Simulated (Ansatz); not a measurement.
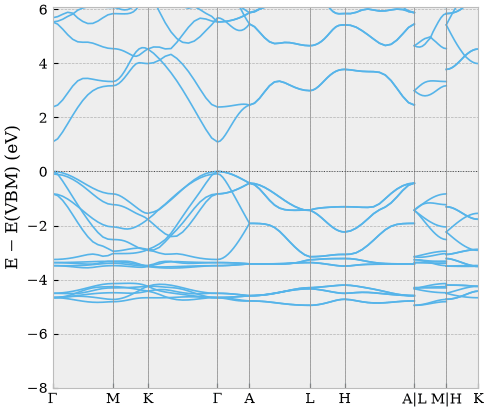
Band structure from the program Ansatz at the LDA level (PAW)

Read off the gap and where the band edges lie.

About 1.1 eV (1.09 eV by a search for the band edges); maximum at Γ, minimum at Γ.

The material is AgI (wurtzite, P6_3mc).

The cell was relaxed with LDA under the symmetry of its start. The run is not spin-polarised. Scalar-relativistic: spin–orbit coupling is off unless named, which matters more the heavier the elements.

Potentials: the earlier of the program's two PAW sets. The files were generated under PBE; for other functionals the program regenerates the frozen cores, and for LDA and PBEsol the local potential too.
